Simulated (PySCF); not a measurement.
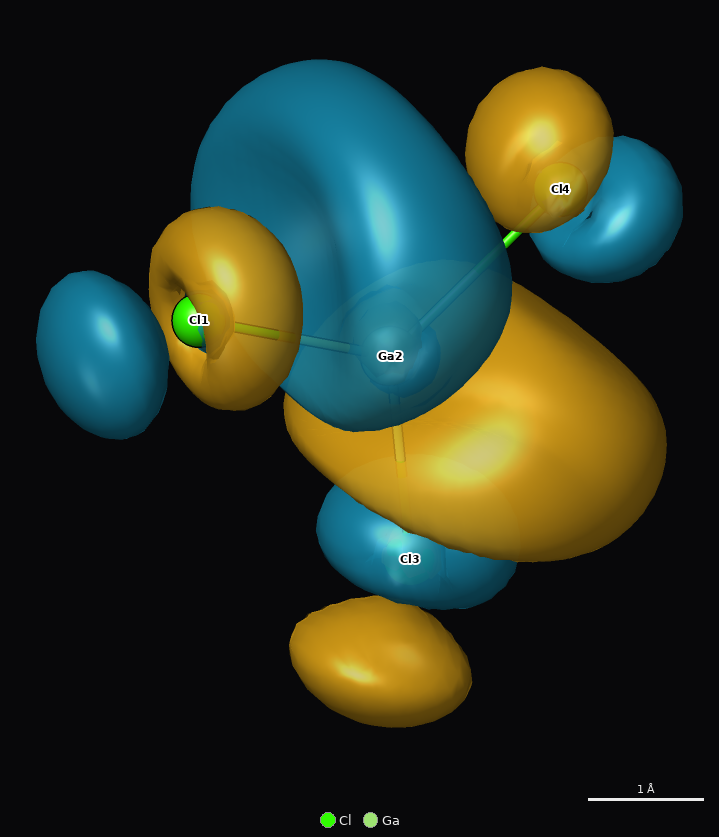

Cl₃Ga, SMILES `Cl[Ga](Cl)Cl`. Intrinsic bond orbitals (IBO), occupied and valence-virtual; each surface holds about 70 % of the orbital's density. Energies are diagonal elements of the Fock matrix.

PySCF calculation, ωB97X/def2-SVP, gas phase; geometry: GFN2-xTB. No frequency check shows the geometry to be a minimum. GFN2-xTB bond lengths at metals and heavier atoms can be off by up to 0.1 Å and shapes distorted, which carries into these values.

> What does this orbital represent?

σ* orbital Ga2–Cl3, mostly on Ga2 (Ga2 74 %, Cl3 12 %, Cl1 10 %; 5.7 eV).

> How do all the valence pairs divide up?

17 pairs: 9 lone pairs, 5 d pairs and 3 σ bonds.
